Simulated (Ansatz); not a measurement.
Start from La2O3 (space group P-3m1, No. 164; a = 3.906 Å, c = 6.040 Å).

The change: S replaces 66.7 % of the O, ordered in a cell of 10 atoms (starting symmetry P3m1) and fully relaxed.

Method: plane-wave PAW DFT at the PBEsol level (Ansatz, a first-principles code, 420 eV), without spin-orbit coupling.

The zone is the changed cell's own and can be folded.

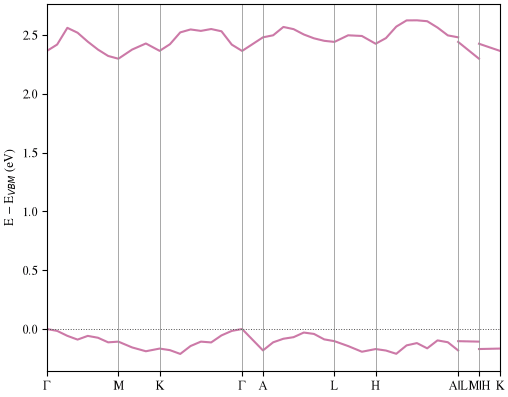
Highest valence and lowest conduction band along the path of the changed cell's own zone

Q: Read the changed gap and its character from the plot.

A: About 2.30 eV, indirect, Γ → M.

These are small ordered cells, not random alloys; other orderings at the same x differ. Stability against distortions was not tested. Labels are those of the standard path for the cell's own space group.
